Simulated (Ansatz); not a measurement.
# SiN2H4 + HCl: a complex and its separated parts, part 2 of 2

Ansatz 0.2.0, Gaussian basis. Earlier steps stand in the parts before.

### Step 13. CAM-B3LYP-D4/def2-TZVPP

The inputs:

parta/in.yaml

```yaml
crystal:
  periodic: [false, false, false]
  atoms:
    - {symbol: Si, position_ang: [1.116806, 0.876472, -0.174420]}
    - {symbol: N, position_ang: [0.601404, -0.290518, 0.973423]}
    - {symbol: N, position_ang: [-0.395658, 1.559310, -0.611720]}
    - {symbol: H, position_ang: [-0.341382, -0.485766, 1.276099]}
    - {symbol: H, position_ang: [1.274014, -0.881053, 1.433698]}
    - {symbol: H, position_ang: [-0.440335, 2.299740, -1.291983]}
    - {symbol: H, position_ang: [-1.309973, 1.311232, -0.263773]}
basis:
  gaussian: {orbitals: def2-TZVPP}
hamiltonian: {xc: {name: CAM-B3LYP}, dispersion: d4}
```

partb/in.yaml

```yaml
crystal:
  periodic: [false, false, false]
  atoms:
    - {symbol: Cl, position_ang: [-0.514324, -2.647115, -1.038927]}
    - {symbol: H, position_ang: [0.009449, -1.742301, -0.302396]}
basis:
  gaussian: {orbitals: def2-TZVPP}
hamiltonian: {xc: {name: CAM-B3LYP}, dispersion: d4}
```

Each run has its own folder and the same command.

Command:

```bash
$ ansatz run in.yaml --threads 4 --pin off --events-out ev --progress --plain --max-ram 9574MiB
```

Log of parta (excerpt; [...] marks lines left out):

```text
Functional definition: CAM-B3LYP
  name "CAM-B3LYP"
  cite "Yanai, Tew & Handy, Chem. Phys. Lett. 393, 51 (2004) doi:10.1016/j.cplett.2004.06.011"
  cite "Iikura, Tsuneda, Yanai & Hirao, J. Chem. Phys. 115, 3540 (2001) doi:10.1063/1.1383587"
  cite "Becke, Phys. Rev. A 38, 3098 (1988) doi:10.1103/PhysRevA.38.3098"
  cite "Lee, Yang & Parr, Phys. Rev. B 37, 785 (1988) doi:10.1103/PhysRevB.37.785"
[...]
  # Exact exchange under (alpha + beta erf(omega r))/r, Becke's under what is left of 1/r.
[...]
837 factors; their error is unknown
225 factors; integrals over basis functions are off by at most 1.5e-5 eV
[...]
mean field -10924.27469799 eV, -401.4596904120 hartree, gradient 1.6e-5 eV, S^2 0.000000; 0 other end points of the search recorded, 0 dependent functions left out
reference -10924.27480189 eV, -401.4596942301 hartree; 16, 16 occupied and 144, 144 virtual orbitals, 837 factors
Total energy: -10924.36921332 eV, -401.4631637862 hartree
```

Output in partb (excerpt; [...] marks lines left out):

```text
[... 6 set-up lines as earlier in the session ...]
[...]
  # Exact exchange under (alpha + beta erf(omega r))/r, Becke's under what is left of 1/r.
[...]
372 factors; their error is unknown
66 factors; integrals over basis functions are off by at most 7.5e-5 eV
[...]
mean field -12539.88293927 eV, -460.8321981804 hartree, gradient 2.6e-5 eV, S^2 0.000000; 0 other end points of the search recorded, 0 dependent functions left out
reference -12539.88301355 eV, -460.8322009099 hartree; 9, 9 occupied and 47, 47 virtual orbitals, 372 factors
Total energy: -12539.88749518 eV, -460.8323656070 hartree
```

Wall times: 1.2 s (parta), 0.25 s (partb) on 4 threads of Arm Neoverse V1, shared host.

### Step 14. wB97X-V/def2-TZVPP

The same edit goes into each in.yaml of step 13 (parta, partb):

```diff
-hamiltonian: {xc: {name: CAM-B3LYP}, dispersion: d4}
+hamiltonian: {xc: {name: wB97X-V}}
```

One command serves all of them, each in its own folder.

Command:

```bash
$ ansatz run in.yaml --threads 4 --pin off --events-out ev --progress --plain --max-ram 9574MiB
```

parta printed (excerpt; [...] marks lines left out):

```text
Functional definition: wB97X-V
  name "wB97X-V"
  cite "Mardirossian & Head-Gordon, Phys. Chem. Chem. Phys. 16, 9904 (2014) doi:10.1039/C3CP54374A"
[... 2 set-up lines as earlier in the session ...]
[...]
      + integral(e_c_pw_opposite_spin*poly(b97_u_opposite, cos0, cos1)) + vv10(b, c)
837 factors; their error is unknown
196 factors; integrals over basis functions are off by at most 7.4e-6 eV
[...]
mean field -10923.03135655 eV, -401.4139984565 hartree, gradient 2.8e-5 eV, S^2 0.000000; 0 other end points of the search recorded, 0 dependent functions left out
reference -10923.03135491 eV, -401.4139983962 hartree; 16, 16 occupied and 144, 144 virtual orbitals, 837 factors
Total energy: -10923.03135491 eV, -401.4139983962 hartree
```

partb printed (excerpt; [...] marks lines left out):

```text
[... 5 set-up lines as earlier in the session ...]
[...]
      + integral(e_c_pw_opposite_spin*poly(b97_u_opposite, cos0, cos1)) + vv10(b, c)
369 factors; their error is unknown
62 factors; integrals over basis functions are off by at most 9.0e-5 eV
[...]
mean field -12537.61272729 eV, -460.7487694287 hartree, gradient 5.7e-5 eV, S^2 0.000000; 0 other end points of the search recorded, 0 dependent functions left out
reference -12537.61272634 eV, -460.7487693937 hartree; 9, 9 occupied and 47, 47 virtual orbitals, 369 factors
Total energy: -12537.61272634 eV, -460.7487693937 hartree
```

They took 3 s (parta), 0.45 s (partb) on 4 threads of Arm Neoverse V1, shared host.

### Step 15. wB97M-V/def2-TZVPP

The same edit goes into each in.yaml of step 14 (parta, partb):

```diff
-hamiltonian: {xc: {name: wB97X-V}}
+hamiltonian: {xc: {name: wB97M-V}}
```

One command serves all of them, each in its own folder.

Command:

```bash
$ ansatz run in.yaml --threads 4 --pin off --events-out ev --progress --plain --max-ram 9574MiB
```

parta printed (excerpt; [...] marks lines left out):

```text
Functional definition: wB97M-V
  name "wB97M-V"
  cite "Mardirossian & Head-Gordon, J. Chem. Phys. 144, 214110 (2016) doi:10.1063/1.4952647"
[... 2 set-up lines as earlier in the session ...]
  # Of w^i u^j: cxij and so on, Table III.
[...]
  gx(w, u) = 1 - cx + cx01*u + cx10*w
[...]
      + integral(e_c_pw_mod_opposite_spin*gos(b97_w_opposite, b97_u_opposite)) + vv10(b, c)
837 factors; their error is unknown
196 factors; integrals over basis functions are off by at most 7.4e-6 eV
[...]
mean field -10923.73235362 eV, -401.4397596237 hartree, gradient 2.4e-5 eV, S^2 0.000000; 0 other end points of the search recorded, 0 dependent functions left out
reference -10923.73239363 eV, -401.4397610940 hartree; 16, 16 occupied and 144, 144 virtual orbitals, 837 factors
Total energy: -10923.73239363 eV, -401.4397610940 hartree
```

Log of partb (excerpt; [...] marks lines left out):

```text
[... 5 set-up lines as earlier in the session ...]
  # Of w^i u^j: cxij and so on, Table III.
[...]
  gx(w, u) = 1 - cx + cx01*u + cx10*w
[...]
      + integral(e_c_pw_mod_opposite_spin*gos(b97_w_opposite, b97_u_opposite)) + vv10(b, c)
369 factors; their error is unknown
62 factors; integrals over basis functions are off by at most 9.0e-5 eV
[...]
mean field -12538.73838868 eV, -460.7901367217 hartree, gradient 5.7e-5 eV, S^2 0.000000; 0 other end points of the search recorded, 0 dependent functions left out
reference -12538.73841172 eV, -460.7901375687 hartree; 9, 9 occupied and 47, 47 virtual orbitals, 369 factors
Total energy: -12538.73841172 eV, -460.7901375687 hartree
```

Wall times: 3.3 s (parta), 0.5 s (partb) on 4 threads of Arm Neoverse V1, shared host.

### Step 16. B2PLYP/def2-TZVPP

The same edit goes into each in.yaml of step 15 (parta, partb):

```diff
-hamiltonian: {xc: {name: wB97M-V}}
+hamiltonian: {xc: {name: B2PLYP}}
```

Each run has its own folder and the same command.

Command:

```bash
$ ansatz run in.yaml --threads 4 --pin off --events-out ev --progress --plain --max-ram 9574MiB
```

Log of parta (excerpt; [...] marks lines left out):

```text
Functional definition: B2PLYP
  name "B2PLYP"
  cite "Grimme, J. Chem. Phys. 124, 034108 (2006) doi:10.1063/1.2148954"
[... 2 set-up lines as earlier in the session ...]
[...]
938 factors; integrals over basis functions are off by at most 8.4e-4 eV
[...]
mean field -10915.01229952 eV, -401.1193035461 hartree, gradient 5.5e-6 eV, S^2 0.000000; 0 other end points of the search recorded, 0 dependent functions left out
7 core orbitals not correlated: weight in the atoms' cores, before any rotation towards them, 1.000 or more for the frozen orbitals, at most 0.000 for the correlated occupied ones
reference -10915.01243431 eV, -401.1193084996 hartree; 9, 9 occupied and 144, 144 virtual orbitals, 938 factors
second order -17.65843447 eV of doubles, -0.00000000 eV of singles
Total energy: -10919.78021161 eV, -401.2945210839 hartree
```

partb printed (excerpt; [...] marks lines left out):

```text
[... 5 set-up lines as earlier in the session ...]
[...]
322 factors; integrals over basis functions are off by at most 1.4e-3 eV
[...]
mean field -12534.13735374 eV, -460.6210518067 hartree, gradient 9.7e-6 eV, S^2 0.000000; 0 other end points of the search recorded, 0 dependent functions left out
5 core orbitals not correlated: weight in the atoms' cores, before any rotation towards them, 1.000 or more for the frozen orbitals, at most 0.000 for the correlated occupied ones
reference -12534.13745050 eV, -460.6210553625 hartree; 4, 4 occupied and 47, 47 virtual orbitals, 322 factors
second order -6.68493496 eV of doubles, -0.00000000 eV of singles
Total energy: -12535.94238294 eV, -460.6873854062 hartree
```

Wall times: 1.6 s (parta), 0.25 s (partb) on 4 threads of Arm Neoverse V1, shared host.

### Step 17. PBE-QIDH/def2-TZVPP

The same edit goes into each in.yaml of step 16 (parta, partb):

```diff
-hamiltonian: {xc: {name: B2PLYP}}
+hamiltonian: {xc: {name: PBE-QIDH}}
```

One command serves all of them, each in its own folder.

Command:

```bash
$ ansatz run in.yaml --threads 4 --pin off --events-out ev --progress --plain --max-ram 9574MiB
```

parta printed (excerpt; [...] marks lines left out):

```text
Functional definition: PBE-QIDH
  name "PBE-QIDH"
  cite "Brémond, Sancho-García, Pérez-Jiménez & Adamo, J. Chem. Phys. 141, 031101 (2014) doi:10.1063/1.4890314"
[... 1 set-up line as earlier in the session ...]
[...]
938 factors; integrals over basis functions are off by at most 8.4e-4 eV
[...]
mean field -10910.26778967 eV, -400.9449460253 hartree, gradient 9.3e-7 eV, S^2 0.000000; 0 other end points of the search recorded, 0 dependent functions left out
7 core orbitals not correlated: weight in the atoms' cores, before any rotation towards them, 1.000 or more for the frozen orbitals, at most 0.000 for the correlated occupied ones
reference -10910.26779965 eV, -400.9449463921 hartree; 9, 9 occupied and 144, 144 virtual orbitals, 938 factors
second order -16.36286538 eV of doubles, -0.00000000 eV of singles
Total energy: -10915.72208811 eV, -401.1453877960 hartree
```

Output in partb (excerpt; [...] marks lines left out):

```text
[... 4 set-up lines as earlier in the session ...]
[...]
322 factors; integrals over basis functions are off by at most 1.4e-3 eV
[...]
mean field -12531.03295192 eV, -460.5069671438 hartree, gradient 2.4e-6 eV, S^2 0.000000; 0 other end points of the search recorded, 0 dependent functions left out
5 core orbitals not correlated: weight in the atoms' cores, before any rotation towards them, 1.000 or more for the frozen orbitals, at most 0.000 for the correlated occupied ones
reference -12531.03295829 eV, -460.5069673779 hartree; 4, 4 occupied and 47, 47 virtual orbitals, 322 factors
second order -6.22516154 eV of doubles, -0.00000000 eV of singles
Total energy: -12533.10801214 eV, -460.5832242002 hartree
```

They took 1.8 s (parta), 0.25 s (partb) on 4 threads of Arm Neoverse V1, shared host.

### Step 18. RPA on PBE/def2-TZVPP

Each input of step 17 (parta, partb) changes in the same lines:

```diff
-hamiltonian: {xc: {name: PBE-QIDH}}
+hamiltonian: {xc: pbe}
+correlation: {method: rpa}
```

The same command starts each run, in its folder.

Command:

```bash
$ ansatz run in.yaml --threads 4 --pin off --events-out ev --progress --plain --max-ram 9574MiB
```

Log of parta (excerpt; [...] marks lines left out):

```text
[... 4 set-up lines as earlier in the session ...]
[...]
938 factors; integrals over basis functions are off by at most 8.4e-4 eV
[...]
mean field -10917.65133212 eV, -401.2162862054 hartree, gradient 1.1e-6 eV, S^2 0.000000; 0 other end points of the search recorded, 0 dependent functions left out
7 core orbitals not correlated: weight in the atoms' cores, before any rotation towards them, 1.000 or more for the frozen orbitals, at most 0.000 for the correlated occupied ones
reference -10890.65809232 eV, -400.2243029397 hartree; 9, 9 occupied and 144, 144 virtual orbitals, 938 factors
Total energy: -10914.45316625 eV, -401.0987557776 hartree
```

Output in partb (excerpt; [...] marks lines left out):

```text
[... 4 set-up lines as earlier in the session ...]
[...]
322 factors; integrals over basis functions are off by at most 1.4e-3 eV
[...]
mean field -12534.30962798 eV, -460.6273827679 hartree, gradient 3.3e-6 eV, S^2 0.000000; 0 other end points of the search recorded, 0 dependent functions left out
5 core orbitals not correlated: weight in the atoms' cores, before any rotation towards them, 1.000 or more for the frozen orbitals, at most 0.000 for the correlated occupied ones
reference -12519.65923003 eV, -460.0889905739 hartree; 4, 4 occupied and 47, 47 virtual orbitals, 322 factors
Total energy: -12529.02200923 eV, -460.4330663631 hartree
```

They took 1.9 s (parta), 0.25 s (partb) on 4 threads of Arm Neoverse V1, shared host.

### Step 19. CCSD(T)/def2-TZVPP

The same edit goes into each in.yaml of step 18 (parta, partb):

```diff
-hamiltonian: {xc: pbe}
-correlation: {method: rpa}
+correlation: {method: ccsd_t}
```

One command serves all of them, each in its own folder.

Command:

```bash
$ ansatz run in.yaml --threads 4 --pin off --events-out ev --progress --plain --max-ram 9574MiB
```

parta printed (excerpt; [...] marks lines left out):

```text
Functional definition: HF
  name "HF"
  cite "Fock, Z. Phys. 61, 126 (1930) doi:10.1007/BF01340294"
[... 1 set-up line as earlier in the session ...]
[...]
938 factors; integrals over basis functions are off by at most 8.4e-4 eV
[...]
mean field -10891.58449167 eV, -400.2583474878 hartree, gradient 9.5e-7 eV, S^2 0.000000; 0 other end points of the search recorded, 0 dependent functions left out
7 core orbitals not correlated: weight in the atoms' cores, before any rotation towards them, 1.000 or more for the frozen orbitals, at most 0.000 for the correlated occupied ones
reference -10891.58449167 eV, -400.2583474878 hartree; 9, 9 occupied and 144, 144 virtual orbitals, 938 factors
second order -14.53834845 eV of doubles, -0.00000000 eV of singles
cycle   1  -14.81301517 eV  change   -2.7e-1 eV  update   8.3e-2
[...]
cycle   9  -15.23825755 eV  change   -4.7e-6 eV  update   1.5e-5
perturbative correction -0.60868835 eV, -0.0223688844 hartree
Total energy: -10907.43143758 eV, -400.8407120084 hartree
```

Log of partb (excerpt; [...] marks lines left out):

```text
[... 4 set-up lines as earlier in the session ...]
[...]
322 factors; integrals over basis functions are off by at most 1.4e-3 eV
[...]
mean field -12519.93377957 eV, -460.0990800832 hartree, gradient 2.9e-6 eV, S^2 0.000000; 0 other end points of the search recorded, 0 dependent functions left out
5 core orbitals not correlated: weight in the atoms' cores, before any rotation towards them, 1.000 or more for the frozen orbitals, at most 0.000 for the correlated occupied ones
reference -12519.93377957 eV, -460.0990800832 hartree; 4, 4 occupied and 47, 47 virtual orbitals, 322 factors
second order -5.53926302 eV of doubles, -0.00000000 eV of singles
cycle   1  -5.96028818 eV  change   -4.2e-1 eV  update   3.9e-2
[...]
cycle   7  -6.10183239 eV  change   -5.8e-6 eV  update   7.9e-6
perturbative correction -0.21572448 eV, -0.0079277284 hartree
Total energy: -12526.25133644 eV, -460.3312460161 hartree
```

Times: 11 s (parta), 0.25 s (partb) on 4 threads of Arm Neoverse V1, shared host; peak memory 1.1 GiB.

### Step 20. Vibrations of SiN2H4

File vib-parta/in.yaml:

```yaml
crystal:
  periodic: [false, false, false]
  atoms:
    - {symbol: Si, position_ang: [1.116806, 0.876472, -0.174420]}
    - {symbol: N, position_ang: [0.601404, -0.290518, 0.973423]}
    - {symbol: N, position_ang: [-0.395658, 1.559310, -0.611720]}
    - {symbol: H, position_ang: [-0.341382, -0.485766, 1.276099]}
    - {symbol: H, position_ang: [1.274014, -0.881053, 1.433698]}
    - {symbol: H, position_ang: [-0.440335, 2.299740, -1.291983]}
    - {symbol: H, position_ang: [-1.309973, 1.311232, -0.263773]}
basis:
  gaussian: {orbitals: def2-TZVP}
hamiltonian: {xc: pbe0, dispersion: d4}
phonons: {temperatures: {t_min: 298.15, t_max: 900, t_step: 200}}
```

Command:

```bash
$ ansatz run in.yaml --threads 4 --pin off --events-out ev --progress --plain --max-ram 9574MiB
```

What it wrote (excerpt; [...] marks lines left out):

```text
[... 5 set-up lines as earlier in the session ...]
[...]
754 factors; their error is unknown
[...]
mean field -10918.40639065 eV, -401.2440340948 hartree, gradient 3.5e-5 eV, S^2 0.000000; 0 other end points of the search recorded, 0 dependent functions left out
[...]
Atom 4 at     1.274014    -0.881053     1.433698 Å, force    -0.000775     0.000342    -0.000225 eV/Å
Atom 5 at    -0.440335     2.299740    -1.291983 Å, force    -0.000521    -0.000571     0.000589 eV/Å
Atom 6 at    -1.309973     1.311232    -0.263773 Å, force     0.000052     0.000300    -0.000273 eV/Å
Dipole moment:    -0.435098    -0.103881     0.152447 e Å
Vibrations: 304.11 360.89 393.07 438.05 527.71 692.70 786.40 856.87 891.45 1570.43 1593.90 3575.33 3580.07 3693.37 3694.98 cm⁻¹, zero-point energy 1.423298 eV
```

It took 29 s on 4 threads of Arm Neoverse V1, shared host.

The modes, with what each moves most:

| mode | wavenumber (cm⁻¹) | character |
| --- | --- | --- |
| 1 | 304 | bend |
| 2 | 361 | torsion |
| 3 | 393 | torsion with out-of-plane bend |
| 4 | 438 | torsion with out-of-plane bend |
| 5 | 528 | torsion |
| 6 | 693 | bend |
| 7 | 786 | Si–N stretch with bend |
| 8 | 857 | Si–N stretch |
| 9 | 891 | bend with Si–N stretch |
| 10 | 1570 | bend |
| 11 | 1594 | bend |
| 12 | 3575 | N–H stretch |
| 13 | 3580 | N–H stretch |
| 14 | 3693 | N–H stretch |
| 15 | 3695 | N–H stretch |

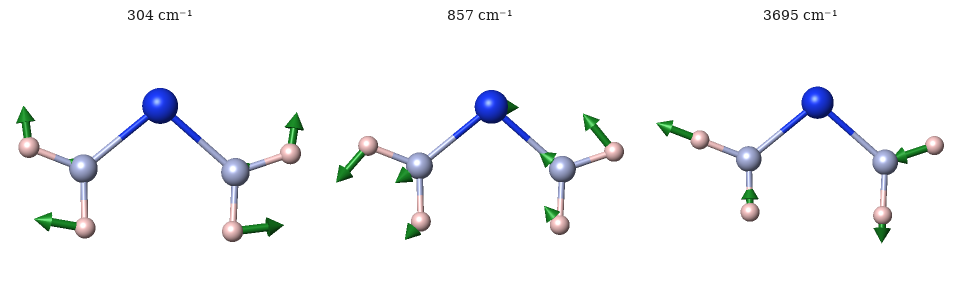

How the atoms move in 3 of the modes.

Vibrational sums (real modes only):

| T (K) | entropy (J/mol/K) | heat capacity (J/mol/K) |
| --- | --- | --- |
| 298 | 24.2 | 41.8 |
| 498 | 51.1 | 62.4 |
| 698 | 74.1 | 74.1 |
| 898 | 93.8 | 82.4 |

### Step 21. Vibrations of HCl

File vib-partb/in.yaml:

```yaml
crystal:
  periodic: [false, false, false]
  atoms:
    - {symbol: Cl, position_ang: [-0.514324, -2.647115, -1.038927]}
    - {symbol: H, position_ang: [0.009449, -1.742301, -0.302396]}
basis:
  gaussian: {orbitals: def2-TZVP}
hamiltonian: {xc: pbe0, dispersion: d4}
phonons: {temperatures: {t_min: 298.15, t_max: 900, t_step: 200}}
```

Command:

```bash
$ ansatz run in.yaml --threads 4 --pin off --events-out ev --progress --plain --max-ram 9574MiB
```

What it wrote (excerpt; [...] marks lines left out):

```text
[... 5 set-up lines as earlier in the session ...]
[...]
312 factors; their error is unknown
[...]
mean field -12535.31645841 eV, -460.6643831038 hartree, gradient 4.2e-5 eV, S^2 0.000000; 0 other end points of the search recorded, 0 dependent functions left out
[...]
reference -12535.31637404 eV, -460.6643800032 hartree; 9, 9 occupied and 34, 34 virtual orbitals, 312 factors
Total energy: -12535.32105166 eV, -460.6645519027 hartree
Atom 0 at    -0.514324    -2.647115    -1.038927 Å, force    -0.000012    -0.000020    -0.000016 eV/Å
Atom 1 at     0.009449    -1.742301    -0.302396 Å, force     0.000012     0.000020     0.000016 eV/Å
Dipole moment:     0.107556     0.185803     0.151246 e Å
Vibrations: 2997.01 cm⁻¹, zero-point energy 0.185791 eV
```

It took 1.2 s on 4 threads of Arm Neoverse V1, shared host.

Wavenumbers and character of the modes:

| mode | wavenumber (cm⁻¹) | character |
| --- | --- | --- |
| 1 | 2997 | Cl–H stretch |

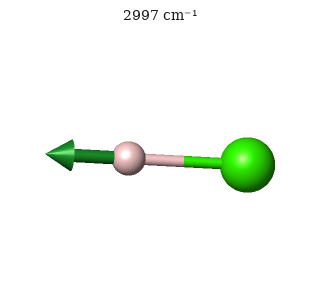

Displacements of 1 modes, as arrows.

Vibrational sums (real modes only):

| T (K) | entropy (J/mol/K) | heat capacity (J/mol/K) |
| --- | --- | --- |
| 298 | 0.0 | 0.0 |
| 498 | 0.0 | 0.1 |
| 698 | 0.1 | 0.7 |
| 898 | 0.4 | 1.6 |

### Step 22. Complex less separated parts

The complex's own energies come from single points at the same levels.

Rows are in def2-TZVPP; times add the 3 runs of a level on a shared host, so small differences are noise.

Differences are taken before rounding.

| method | rung | complex less parts (kJ/mol) | from CCSD(T) (kJ/mol) | time |
| --- | --- | --- | --- | --- |
| SPW92 | LDA | -42.5 | -24.1 | 2.4 s |
| PBE-D4 | GGA | -30.8 | -12.4 | 3.1 s |
| BLYP-D4 | GGA | -28.3 | -9.8 | 3.2 s |
| r2SCAN-D4 | meta-GGA | -25.5 | -7.1 | 6.3 s |
| B97M-V | meta-GGA | -21.4 | -3.0 | 11 s |
| PBE0-D4 | hybrid | -26.3 | -7.9 | 4.4 s |
| B3LYP-D4 | hybrid | -25.2 | -6.8 | 3.9 s |
| r2SCAN0-D4 | hybrid | -23.1 | -4.7 | 6.5 s |
| BHLYP-D4 | hybrid | -21.0 | -2.6 | 3.8 s |
| CAM-B3LYP-D4 | range-separated hybrid | -23.2 | -4.8 | 4.5 s |
| wB97X-V | range-separated hybrid | -19.8 | -1.4 | 9.9 s |
| wB97M-V | range-separated hybrid | -20.5 | -2.1 | 11 s |
| B2PLYP | double hybrid | -17.8 | +0.6 | 6.7 s |
| PBE-QIDH | double hybrid | -20.1 | -1.7 | 6.6 s |
| RPA on PBE | RPA | -14.5 | +4.0 | 6.5 s |
| Hartree-Fock | wavefunction | 1.6 | +20.0 |  |
| MP2 | wavefunction | -21.7 | -3.3 |  |
| CCSD | wavefunction | -14.6 | +3.8 |  |
| CCSD(T) | wavefunction | -18.4 | 0 | 78 s |

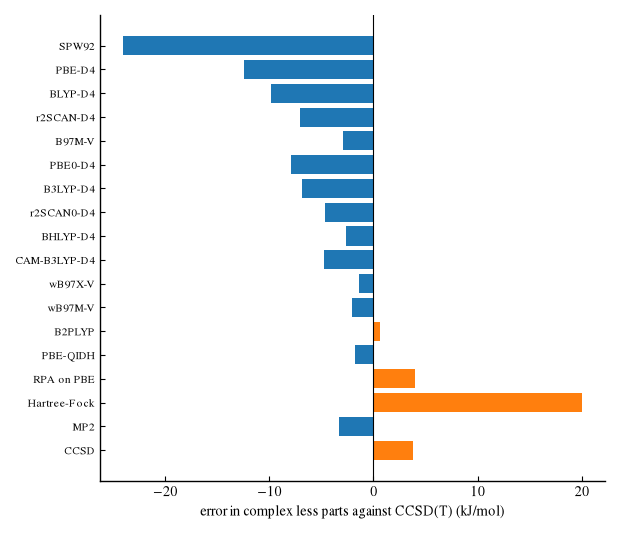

Error of each method against CCSD(T).

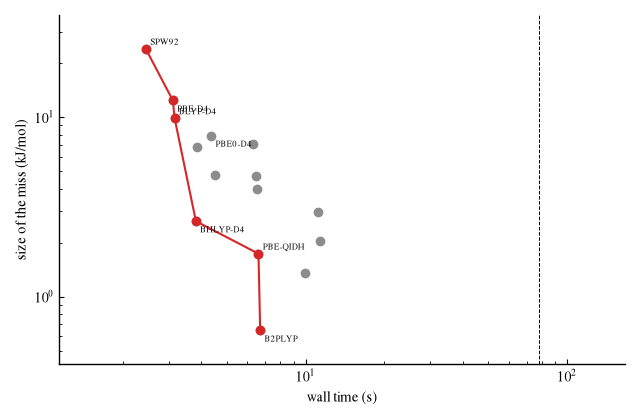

Accuracy for the time spent; red marks the levels that beat every quicker one drawn (of those quicker than the yardstick), and the dashed line is the time of CCSD(T). Only those levels and the largest misses are named. Times are from a shared host.

For cost: B2PLYP gets within 0.6 kJ/mol in 6.7 s, where CCSD(T) took 78 s; the quickest level in the cost chart, SPW92, takes 2.4 s and misses by 24.1 kJ/mol.

The complex's zero-point energy, from a separate PBE0-D4 run, is 1.683 eV.

### Step 23. Results

This closing draws on all 2 parts.

| quantity | value |
| --- | --- |
| complex less parts, CCSD(T)/def2-TZVPP | -18.4 kJ/mol |
| with zero-point energy | -11.3 kJ/mol |
| largest T1 diagnostic | 0.013 |

At CCSD(T) the complex lies 18.4 kJ/mol below its parts. Among the functionals B2PLYP lands nearest to CCSD(T) (+0.6 kJ/mol) and SPW92 farthest (-24.1 kJ/mol). Mean unsigned error by rung: LDA 24.1, GGA 11.1, meta-GGA 5.0, hybrid 5.5, range-separated hybrid 2.7, double hybrid 1.2 kJ/mol. PBE-D4 gives a relative energy 12.4 kJ/mol too low, outside chemical accuracy (1 kcal/mol, 4.2 kJ/mol). No counterpoise was applied, and triple zeta lacks some correlation, so the CCSD(T) reference has a basis error of its own, and close matches with it are partly luck.
